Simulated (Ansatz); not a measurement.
Consider B6F2H4 (charge −1, doublet).

Input

```
crystal:
  periodic: [false, false, false]
  atoms:
    - {symbol: B, position_ang: [0.364498, 0.946689, -0.685650]}
    - {symbol: B, position_ang: [-1.207323, 0.367369, 0.073710]}
    - {symbol: B, position_ang: [0.345916, 0.520280, 1.053966]}
    - {symbol: B, position_ang: [-0.369056, -0.989811, 0.671644]}
    - {symbol: B, position_ang: [-0.349591, -0.566062, -1.060912]}
    - {symbol: B, position_ang: [1.175444, -0.436874, -0.091670]}
    - {symbol: F, position_ang: [0.699500, 2.089510, -1.379090]}
    - {symbol: H, position_ang: [-2.310762, 0.856685, 0.182981]}
    - {symbol: F, position_ang: [0.654867, 1.213867, 2.204500]}
    - {symbol: H, position_ang: [-0.670150, -1.967999, 1.316315]}
    - {symbol: H, position_ang: [-0.625053, -1.136396, -2.091451]}
    - {symbol: H, position_ang: [2.291712, -0.897268, -0.194332]}
basis:
  gaussian: {orbitals: def2-TZVPD, initial_orbitals: start.molden}
total_charge: -1
magnetization: {spin_polarized: true, initial_magnetization: 1}
hamiltonian: {xc: pbe0, dispersion: d4}
scf: {omitted_lower_state_checks: [starts]}
output: {orbitals: {seedname: orbitals}}
```

Command:

```sh
ansatz run in.yaml --threads 4 --pin off --events-out ev --progress --plain --max-ram 4787MiB
```

Geometry: PBE-D4/def2-SVPD.

Method: UKS PBE0-D4/def2-TZVPD (Ansatz).

What will maps of the electron density, electron localisation function and spin density show?

Answer. B–F (1.38 Å): ρ is about 1.9 e/Å³ halfway; the ELF peaks at about 0.85 between the atoms (a shared but strongly polarised pair).
B–B (1.71 Å): ρ is about 0.85 e/Å³ halfway; the ELF peaks at about 0.80 between the atoms; a shared electron pair.
B–H (1.21 Å): ρ is about 1.2 e/Å³ halfway; the ELF climbs to about 1 towards the hydrogen, as it does in any bond to H (a covalent bond by its length).
B–B (1.78 Å): the density is about 0.78 e/Å³ at the midpoint; the ELF peaks at about 0.80 between the atoms, as expected for a covalent bond.
The unpaired spin (1 electron) lies mostly on B1 (about 0.2), B3 (about 0.2), B4 (about 0.2), B5 (about 0.2), B2 (about 0.1) and B6 (about 0.1), in electrons by Hirshfeld's partition.

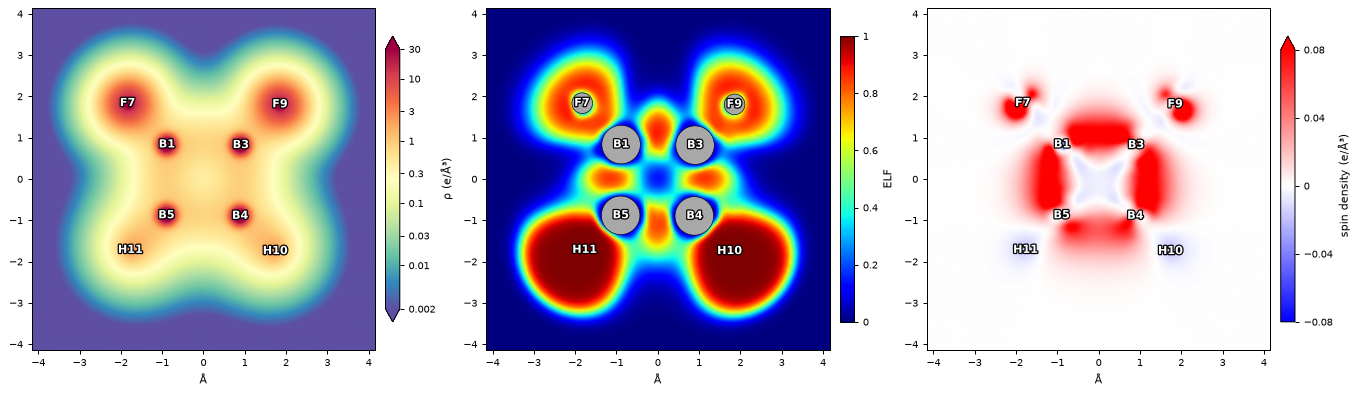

Computed electron density, electron localisation function and spin density on the plane of atoms B3, B4 and B5, in this order. Grey discs cover the atomic cores in the ELF map. 
